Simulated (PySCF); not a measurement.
## Frequency calculation of WN2 (charge −1)

The run: frequency calculation of WN2, charge −1, multiplicity 2. Method and program: UKS-based B3LYP, W def2-SVPD with ECP60, N def2-SVPD; non-relativistic Hamiltonian with a scalar-relativistic core potential; density fitting (PySCF 2.14.0).

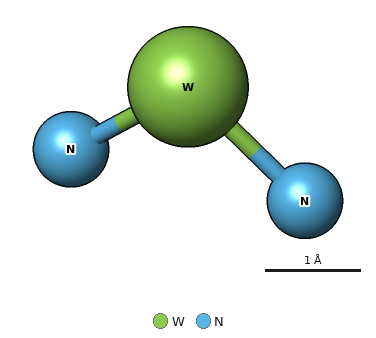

Fig. 1: The input geometry (ball-and-stick view, seen at a tilt). Sticks mark near contacts.

Input file:
```python
from pyscf import gto, scf, dft
mol = gto.M(atom='''
W      0.000000     0.000000    -0.148912
N      1.320433     0.000000     0.978774
N     -1.320433     0.000000     0.978774''',
    basis={'W': 'def2-SVPD', 'N': 'def2-SVPD'},
    ecp={'W': 'def2-SVPD'},
    charge=-1, spin=1)
mf = dft.UKS(mol, xc='B3LYP')
mf.grids.atom_grid = (75, 302)
aux = {'W': 'def2-universal-JKFIT', 'N': 'def2-universal-JKFIT'}
mf = mf.density_fit(auxbasis=aux)
mf.conv_tol = 1e-09
mf.diis_space = 10
mf.max_cycle = 60
mf.verbose = 4
mf.kernel()
```

The script is an equivalent of the set-up of the self-consistent field. The run itself was carried out by a driver, which started from the orbitals of the step before it where there was one and computed the further properties.

Launched with:
```bash
OMP_NUM_THREADS=2 python axn.py task.json out
```

Output:
```
init E= -176.488514075752
  alpha nocc = 15  HOMO = -0.00518501811400185  LUMO = 0.0972571702524354
  beta  nocc = 14  HOMO = -0.00839968309020911  LUMO = 0.0623878658777528
  HOMO = -0.005185018114  LUMO = 0.0623878658778  gap/eV = 1.83875
cycle= 1 E= -176.488514069547  delta_E= 6.2e-09  |g|= 0.000121  |ddm|= 0.00014
  alpha nocc = 15  HOMO = -0.00515615448664875  LUMO = 0.0972800896980898
  beta  nocc = 14  HOMO = -0.00837079163595789  LUMO = 0.0623704566125092
  HOMO = -0.00515615448665  LUMO = 0.0623704566125  gap/eV = 1.83749
cycle= 2 E= -176.488513962763  delta_E= 1.07e-07  |g|= 0.000504  |ddm|= 0.000554
  alpha nocc = 15  HOMO = -0.00517836742505828  LUMO = 0.0972625730282313
  beta  nocc = 14  HOMO = -0.00839316673227231  LUMO = 0.062386177571593
  HOMO = -0.00517836742506  LUMO = 0.0623861775716  gap/eV = 1.83852
cycle= 3 E= -176.488514076151  delta_E= -1.13e-07  |g|= 6.31e-06  |ddm|= 0.00044
  alpha nocc = 15  HOMO = -0.0051788871568661  LUMO = 0.0972620213751101
  beta  nocc = 14  HOMO = -0.00839378926998968  LUMO = 0.0623851877945931
  HOMO = -0.00517888715687  LUMO = 0.0623851877946  gap/eV = 1.83851
cycle= 4 E= -176.488514076166  delta_E= -1.43e-11  |g|= 1.77e-06  |ddm|= 1.14e-05
  alpha nocc = 15  HOMO = -0.00517891794092407  LUMO = 0.0972619398715184
  beta  nocc = 14  HOMO = -0.00839397290011767  LUMO = 0.0623852063830928
  HOMO = -0.00517891794092  LUMO = 0.0623852063831  gap/eV = 1.83851
Extra cycle  E= -176.488514076156  delta_E= 9.72e-12  |g|= 6.95e-06  |ddm|= 8.29e-06
converged SCF energy = -176.488514076156  <S^2> = 0.79380512  2S+1 = 2.0433356
```

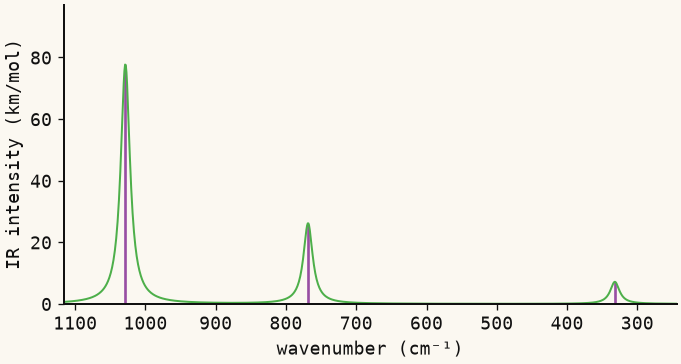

Fig. 2: Harmonic infrared spectrum, unscaled: sticks (degenerate modes added up, dark ones marked on the axis) with a Lorentzian envelope of 16 cm⁻¹ full width, scaled to the tallest stick. 3 modes from 332 to 1029 cm⁻¹, none imaginary. The strongest line is at 1029 cm⁻¹ (78 km/mol). All modes, in cm⁻¹ (km/mol): 332 (7.2), 769 (26), 1029 (78).

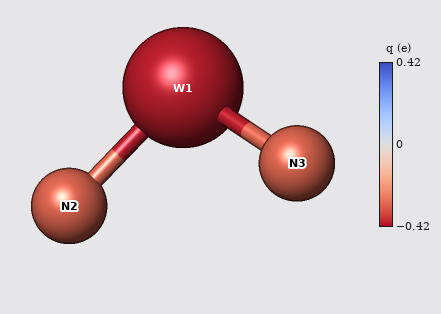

Fig. 3: Mulliken charges, as the colour of each atom (ball-and-stick view, seen at a tilt; atoms are numbered from 1 in the order of the input). By element: W −0.40 and N −0.30 e.

Key numbers:

```json
{"quantity": "outcome", "value": "converged"}
{"quantity": "total energy", "value": "−176.488514 hartree"}
{"quantity": "⟨S²⟩", "value": "0.794"}
{"quantity": "zero-point energy", "value": "0.004850 hartree"}
{"quantity": "wavenumbers, lowest and highest", "value": "332 and 1029 cm⁻¹"}
{"quantity": "hardware", "value": "2 threads of Intel Xeon (Granite Rapids), 64 GiB of memory available, shared host"}
{"quantity": "wall time", "value": "21 s (CPU time 43 s)"}
{"quantity": "peak memory", "value": "0.8 GiB"}
```
